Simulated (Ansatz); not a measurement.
```xyz
11

Si   -0.5210    0.8000   -0.9066
Si    0.9592   -0.8561   -0.5103
Cl   -0.3484    1.2908   -2.9274
Cl    0.0334    2.4635    0.2366
H    -1.9525    0.5276   -0.6586
H    -0.0675   -0.6136    2.0037
O    -1.0042   -0.4095    1.8694
H     0.3732   -2.1946   -0.8039
H     1.4747   -0.8550    0.8913
H     2.1395   -0.6492   -1.3949
H    -1.0866    0.4962    2.2008
```

Not at a stationary point (largest force 1.2 eV/Å).

Method: Ansatz, RKS B3LYP-D4/def2-SVP.

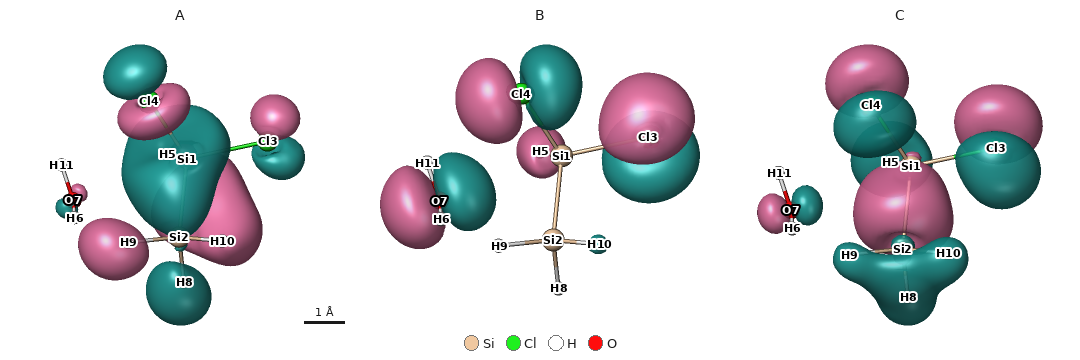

Cl2H4Si2···H2O. Three frontier orbitals at ±0.08 Å⁻³ᐟ² (teal and pink are the two phases), in no order.

Question: Order the three orbitals by energy and name them.

Answer: B is the HOMO−1 (−8.61 eV). It lies mainly on Cl3 (about 40 %), O7 (about 30 %) and Cl4 (about 20 %); largely a combination of lone pairs on Cl3, O7 and Cl4. C is the HOMO (−8.03 eV). Its weight (Hirshfeld) is mainly on Cl3 (about 25 %), Si2 (about 20 %), Cl4 (about 20 %), Si1 (about 20 %) and H5 (about 5 %). A is the LUMO (−0.59 eV). It lies mainly on Si1 (about 35 %), Si2 (about 25 %), Cl4 (about 15 %), Cl3 (about 5 %) and H8 (about 5 %); π-bonding across Si1–Si2.

Question: What is the HOMO–LUMO gap?

Answer: 7.44 eV between the orbital energies.
